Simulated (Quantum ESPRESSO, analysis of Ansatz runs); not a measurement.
# LaOF (R-3m), nudged elastic band: F_i by the interstitialcy path (q = −1) (Quantum ESPRESSO), part 2 of 3

How high is the barrier when F changes place in LaOF (R-3m)? The case: F_i by the interstitialcy path, charge −1, in a cell of 36 host atoms with 1 F put in.

Quantum ESPRESSO 7.5; Quantum ESPRESSO plane-wave DFT, PBEsol, GBRV 1.5 PBEsol potentials; nudged elastic band between two relaxed defect structures at fixed charge in a uniform background.

So far: Starting point; Relaxation of the start point, charge −1.

### 3. Relaxation of the end point, charge −1

Level of this step: Quantum ESPRESSO plane-wave DFT, PBEsol, GBRV 1.5 PBEsol potentials; relaxation of all atoms of a defect supercell at fixed charge in a uniform background (Quantum ESPRESSO).

The end point is relaxed in the same cell and settings, so that the two energies compare. Atoms more than 3.2 Å from the middle of the hop start where the first relaxation left them, the nearer ones on or close to their ideal places, with small random displacements.

Contents of pw.in:

```
&CONTROL
  calculation = 'relax'
  prefix = 'pwscf'
  outdir = './tmp'
  pseudo_dir = './pseudo'
  tprnfor = .true.
  disk_io = 'low'
  nstep = 70
  forc_conv_thr = 0.00078
  etot_conv_thr = 0.0001
/
&SYSTEM
  ibrav = 0
  nat = 37
  ntyp = 3
  ecutwfc = 40
  ecutrho = 324
  nbnd = 152
  occupations = 'fixed'
  tot_charge = -1
  nosym = .true.
/
&ELECTRONS
  conv_thr = 4d-08
  electron_maxstep = 100
  mixing_beta = 0.5
/
&IONS
  ion_dynamics = 'bfgs'
/
ATOMIC_SPECIES
La   138.9055 la_pbesol_v1.uspp.F.UPF
O     15.9990 o_pbesol_v1.2.uspp.F.UPF
F     18.9984 f_pbesol_v1.4.uspp.F.UPF
CELL_PARAMETERS angstrom
  -4.0151640879    6.9544679700    0.0000000000
 -12.0454922638    0.0000000000    0.0000000000
  -2.0075820440    1.1590779950    6.6877466598
ATOMIC_POSITIONS crystal
La     0.1297884573    0.0840885124    0.2251265777
La     0.3693444410    0.2473619066    0.7809884363
[... 3 atom lines left out ...]
F      0.4378191491    0.2898688331    0.3868074488
La     0.1293107307    0.4194008198    0.2241140461
[... 3 atom lines left out ...]
F      0.2495040902    0.1676372754    0.4993630018
[... 8 atom lines left out ...]
La     0.8710655242    0.2468229547    0.7733688277
[... 3 atom lines left out ...]
F      0.9345114805    0.2909346312    0.3863488822
[... 1 atom line left out ...]
La     0.8709387637    0.5802780005    0.7758750734
O      0.6884272195    0.4582176737    0.8688805086
O      0.8125034676    0.5412347593    0.1310913018
F      0.5636119560    0.3772230321    0.6120707146
F      0.9363927667    0.6238524027    0.3875735346
[... 4 atom lines left out ...]
F      0.5654636868    0.7100659921    0.6119667006
[... 1 atom line left out ...]
F      1.0633546429    0.3771735962    0.6117511370
K_POINTS gamma
```

Run with:

```sh
$ OMP_NUM_THREADS=1 mpirun -n 8 pw.x -in pw.in > pw.out
```

What it wrote:

```text
[shortened: banners, details of potentials and solvers, and blank lines are left out]
[banner, memory and clock lines left out]
     gamma-point specific algorithms are used
     one sub-group per band group will be used
     bravais-lattice index     =            0
     lattice parameter (alat)  =      15.1751  a.u.
     unit-cell volume          =    3780.6361 (a.u.)^3
     number of atoms/cell      =           37
     number of atomic types    =            3
     number of electrons       =       296.00
     number of Kohn-Sham states=          152
     kinetic-energy cutoff     =      40.0000  Ry
     charge density cutoff     =     324.0000  Ry
     scf convergence threshold =      4.0E-08
     mixing beta               =       0.5000
     number of iterations used =            8  plain     mixing
     energy convergence thresh.=      1.0E-04
     force convergence thresh. =      7.8E-04
     Exchange-correlation= SLA  PW   PSX  PSC
                           (   1   4  10   8   0   0   0)
     nstep                     =           70
     crystal axes: (cart. coord. in units of alat)
               a(1) = (  -0.500000   0.866025   0.000000 )
               a(2) = (  -1.500000   0.000000   0.000000 )
               a(3) = (  -0.250000   0.144338   0.832811 )
     PseudoPot. # 1 for La read from file:
     la_pbesol_v1.uspp.F.UPF
     Pseudo is Ultrasoft + core correction, Zval = 11.0
[...]
PseudoPot. # 2 for O  read from file:
     o_pbesol_v1.2.uspp.F.UPF
     Pseudo is Ultrasoft + core correction, Zval =  6.0
[...]
PseudoPot. # 3 for F  read from file:
     f_pbesol_v1.4.uspp.F.UPF
     Pseudo is Ultrasoft, Zval =  7.0
     atomic species   valence    mass     pseudopotential
     La               11.00   138.90550     La( 1.00)
     O                 6.00    15.99900     O ( 1.00)
     F                 7.00    18.99840     F ( 1.00)
     No symmetry found
     site n.     atom                  positions (alat units)
         1        La     tau(   1) = (  -0.2473086   0.1448943   0.1874879  )
         2        La     tau(   2) = (  -0.7509622   0.4325876   0.6504159  )
         3        O      tau(   3) = (  -0.5003385   0.2867871   0.7260866  )
         4        O      tau(   4) = (  -0.5014635   0.2865870   0.1096051  )
         5        F      tau(   5) = (  -0.2483595   0.1446353   0.5131477  )
         6        F      tau(   6) = (  -0.7504147   0.4349933   0.3221376  )
         7        La     tau(   7) = (  -0.7497851   0.1443345   0.1866447  )
         8        La     tau(   8) = (  -1.2510343   0.4414928   0.6431329  )
[...]
number of k points=     1
                       cart. coord. in units 2pi/alat
        k(    1) = (   0.0000000   0.0000000   0.0000000), wk =   2.0000000
     Dense  grid:   186178 G-vectors     FFT dimensions: (  90, 135,  80)
     Smooth grid:    64583 G-vectors     FFT dimensions: (  64,  96,  54)
     Check: negative core charge=   -0.000001
     starting charge     294.6473, renormalised to     296.0000
     Self-consistent Calculation
     iteration #  1     ecut=    40.00 Ry     beta= 0.50
     total energy              =   -2245.59793274 Ry
     estimated scf accuracy    <       9.37817195 Ry
     iteration #  2     ecut=    40.00 Ry     beta= 0.50
     total energy              =   -2248.03018000 Ry
     estimated scf accuracy    <       7.48312146 Ry
     iteration #  3     ecut=    40.00 Ry     beta= 0.50
     total energy              =   -2249.28912016 Ry
     estimated scf accuracy    <       0.19364251 Ry
[...]
c_bands:  1 eigenvalues not converged
[...]
c_bands:  1 eigenvalues not converged
[...]
estimated scf accuracy    <       0.00001396 Ry
     iteration # 10     ecut=    40.00 Ry     beta= 0.50
     total energy              =   -2249.39511612 Ry
     estimated scf accuracy    <       0.00002608 Ry
[... 108 further cycles ...]
     iteration #  6     ecut=    40.00 Ry     beta= 0.50
     total energy              =   -2249.49685232 Ry
     estimated scf accuracy    <          1.1E-09 Ry
     iteration #  7     ecut=    40.00 Ry     beta= 0.50
     End of self-consistent calculation
          k = 0.0000 0.0000 0.0000 (  8057 PWs)   bands (ev):
   -21.0860 -20.9717 -20.9335 -20.9095 -20.9016 -20.8599 -20.8454 -20.8379
   -20.8254 -20.7865 -20.7653 -20.7445 -13.5960 -13.5726 -13.4776 -13.4722
   -13.4485 -13.4108 -13.3971 -13.3485 -13.2342 -13.1343 -13.1149 -12.9902
   -11.3499  -8.1719  -8.0503  -8.0347  -8.0255  -7.9649  -7.8757  -7.8169
    -7.8093  -7.6294  -7.5549  -7.5410  -6.4680  -4.9094  -4.8754  -4.8234
    -4.7830  -4.7703  -4.7630  -4.7541  -4.6652  -4.6523  -4.6188  -4.6123
    -4.5952  -4.5825  -4.5793  -4.5599  -4.5511  -4.5280  -4.4738  -4.4733
    -4.3860  -4.3783  -4.3444  -4.3279  -4.3055  -4.2718  -3.5016  -3.4892
[...]
highest occupied, lowest unoccupied level (ev):     8.8996   13.3402
!    total energy              =   -2249.49685233 Ry
     estimated scf accuracy    <          1.8E-10 Ry
     The total energy is the sum of the following terms:
     one-electron contribution =    -404.30342319 Ry
     hartree contribution      =     399.64835921 Ry
     xc contribution           =    -796.31266272 Ry
     ewald contribution        =   -1448.52912562 Ry
     convergence has been achieved in   7 iterations
     Forces acting on atoms (cartesian axes, Ry/au):
     atom    1 type  1   force =    -0.00013784   -0.00016360   -0.00000506
     atom    2 type  1   force =     0.00029048    0.00036362   -0.00019577
     atom    3 type  2   force =     0.00063371   -0.00014924   -0.00007067
     atom    4 type  2   force =    -0.00043114   -0.00014846    0.00012203
     atom    5 type  3   force =    -0.00024896    0.00035515    0.00016332
     atom    6 type  3   force =     0.00036220   -0.00045201   -0.00012896
     atom    7 type  1   force =     0.00025302   -0.00005236   -0.00014427
     atom    8 type  1   force =     0.00006692   -0.00018869   -0.00056664
[...]
Total force =     0.003319     Total SCF correction =     0.000037
     Energy error            =      2.6E-05 Ry
     Gradient error          =      9.5E-04 Ry/Bohr
     number of scf cycles    =  14
     number of bfgs steps    =  13
     energy             old  =   -2249.4968260522 Ry
     energy             new  =   -2249.4968523251 Ry
     CASE: energy            _new < energy            _old
     new trust radius        =       0.0034745294 bohr
     new conv_thr            =       0.0000000004 Ry
ATOMIC_POSITIONS (crystal)
La               0.1316992680        0.0853741946        0.2394459311
La               0.3688085397        0.2476541811        0.7614434183
O                0.1856156448        0.1216806290        0.8928618729
O                0.3151351815        0.2114558782        0.1082021909
F                0.0554832092        0.0356093459        0.6217693303
F                0.4447785025        0.2973611406        0.3789013137
La               0.1352101966        0.4096020552        0.2285766448
La               0.3706757785        0.5802719706        0.7766217554
[...]
Check: negative core charge=   -0.000001
     Self-consistent Calculation
     iteration #  1     ecut=    40.00 Ry     beta= 0.50
     total energy              =   -2249.49686665 Ry
     estimated scf accuracy    <       0.00000868 Ry
     iteration #  2     ecut=    40.00 Ry     beta= 0.50
     total energy              =   -2249.49686826 Ry
     estimated scf accuracy    <       0.00000082 Ry
     iteration #  3     ecut=    40.00 Ry     beta= 0.50
     total energy              =   -2249.49686839 Ry
     estimated scf accuracy    <       0.00000017 Ry
[...]
estimated scf accuracy    <          8.2E-09 Ry
     iteration #  6     ecut=    40.00 Ry     beta= 0.50
     total energy              =   -2249.49686844 Ry
     estimated scf accuracy    <          1.1E-09 Ry
     iteration #  7     ecut=    40.00 Ry     beta= 0.50
     total energy              =   -2249.49686844 Ry
     estimated scf accuracy    <          5.3E-10 Ry
     iteration #  8     ecut=    40.00 Ry     beta= 0.50
     End of self-consistent calculation
          k = 0.0000 0.0000 0.0000 (  8057 PWs)   bands (ev):
   -21.0854 -20.9678 -20.9345 -20.9109 -20.9007 -20.8609 -20.8461 -20.8379
   -20.8276 -20.7862 -20.7655 -20.7449 -13.5963 -13.5723 -13.4758 -13.4713
   -13.4485 -13.4059 -13.3959 -13.3461 -13.2302 -13.1336 -13.1170 -12.9893
   -11.3459  -8.1716  -8.0498  -8.0359  -8.0254  -7.9669  -7.8764  -7.8168
    -7.8098  -7.6320  -7.5590  -7.5419  -6.4696  -4.9096  -4.8753  -4.8232
    -4.7834  -4.7693  -4.7619  -4.7549  -4.6652  -4.6523  -4.6188  -4.6120
    -4.5952  -4.5824  -4.5798  -4.5604  -4.5506  -4.5287  -4.4742  -4.4737
    -4.3865  -4.3791  -4.3445  -4.3283  -4.3055  -4.2716  -3.5006  -3.4904
[...]
highest occupied, lowest unoccupied level (ev):     8.8998   13.3389
!    total energy              =   -2249.49686844 Ry
     estimated scf accuracy    <          7.2E-11 Ry
     The total energy is the sum of the following terms:
     one-electron contribution =    -404.33386326 Ry
     hartree contribution      =     399.66481566 Ry
     xc contribution           =    -796.31259279 Ry
     ewald contribution        =   -1448.51522805 Ry
     convergence has been achieved in   8 iterations
     Forces acting on atoms (cartesian axes, Ry/au):
     atom    1 type  1   force =    -0.00027098    0.00012216   -0.00006933
     atom    2 type  1   force =     0.00044700   -0.00008547   -0.00025080
     atom    3 type  2   force =     0.00038105   -0.00033964   -0.00014385
     atom    4 type  2   force =    -0.00021047   -0.00003818    0.00001710
     atom    5 type  3   force =    -0.00020349    0.00011930    0.00016030
     atom    6 type  3   force =     0.00018461   -0.00012830   -0.00011896
     atom    7 type  1   force =     0.00011851    0.00008801    0.00028822
     atom    8 type  1   force =    -0.00004099   -0.00021891   -0.00039098
[...]
Total force =     0.002695     Total SCF correction =     0.000028
     Energy error            =      1.6E-05 Ry
     Gradient error          =      7.1E-04 Ry/Bohr
     bfgs converged in  15 scf cycles and  14 bfgs steps
     (criteria: energy <  1.0E-04 Ry, force <  7.8E-04 Ry/Bohr)
     End of BFGS Geometry Optimization
     Final energy             =   -2249.4968684380 Ry
Begin final coordinates
ATOMIC_POSITIONS (crystal)
La               0.1316992680        0.0853741946        0.2394459311
La               0.3688085397        0.2476541811        0.7614434183
O                0.1856156448        0.1216806290        0.8928618729
O                0.3151351815        0.2114558782        0.1082021909
F                0.0554832092        0.0356093459        0.6217693303
F                0.4447785025        0.2973611406        0.3789013137
La               0.1352101966        0.4096020552        0.2285766448
La               0.3706757785        0.5802719706        0.7766217554
[...]
End final coordinates
```

Wall time 3.1 min (8 MPI ranks of Arm Neoverse V2, shared host); peak memory 2.4 GiB.

The steps of the relaxation:

```
step  energy less that of the first step (eV)
   0                                   0.0000
   1                                  -0.6886
   2                                  -1.1309
   3                                  -1.2794
   4                                  -1.3266
   5                                  -1.3623
   6                                  -1.3710
   7                                  -1.3753
   8                                  -1.3788
   9                                  -1.3808
  10                                  -1.3822
  11                                  -1.3832
  12                                  -1.3838
  13                                  -1.3842
  14                                  -1.3844
```

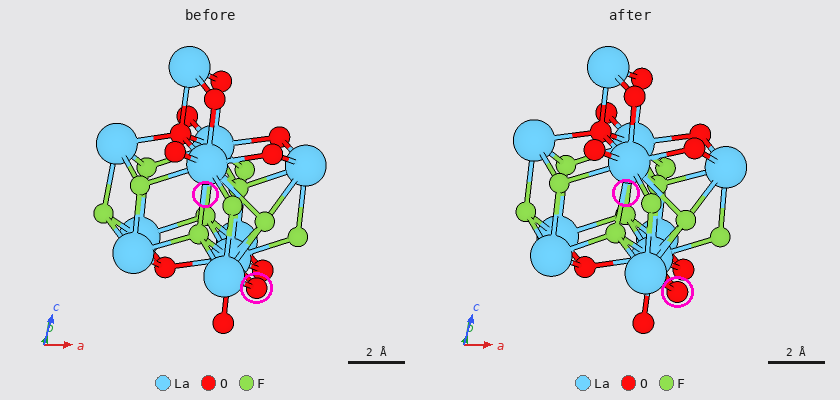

Before and after: the atoms that start within 5 Å of the centre. O4, which moves most, is ringed if it is among them. A ring with no atom in it marks the empty centre.

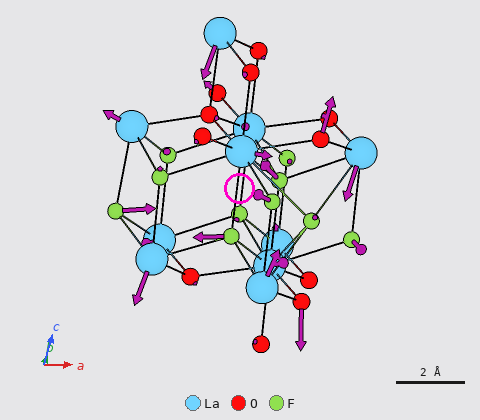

Displacements in the relaxation near the centre, exaggerated; the longest in the cell stands for 0.16 Å. A ring marks the centre wherever it is empty.

The atoms that moved most (Å):

```
atom      dx      dy      dz  length
  O4  -0.003   0.016  -0.157   0.157
  O3   0.014   0.023   0.141   0.143
 F18   0.121   0.072  -0.021   0.142
 La2   0.038  -0.026  -0.131   0.139
La25   0.051  -0.030  -0.123   0.137
 F23   0.002   0.128   0.027   0.131
 F37  -0.106  -0.066   0.034   0.130
 F12   0.017   0.123   0.027   0.127
```

Neighbours of F37 at the end:

```
atom  distance (Å)
La26         2.457
 La2         2.558
La20         2.569
 F11         2.574
 La7         2.607
 F30         2.685
 O27         2.794
  O9         2.816
```

Read from the output:

```yaml
highest_filled_level: 8.900 eV
lowest_empty_level: 13.34 eV
r_m_s_move_of_the_farther_half_of_the_atoms: 0.07710 Å
largest_move_from_the_ideal_geometry_of_this_structure_a_common_shift_of_the_far_atoms_taken_out: 0.1594 Å
```

The relaxation gained 1.384 eV and ended with a largest force component of 0.018 eV/Å. The end lies within 1 meV of the start.

[end of part 2 of 3]

[Logs are printed without paths, hosts, clocks, repeated set-up lines and the standing remarks that a program may print on its own settings, such as how far it seeks lower states.]

[Hosts, paths, dates, database ids (printed as entryN), source tags and the programs' standing remarks are cut or masked in the printed files.]
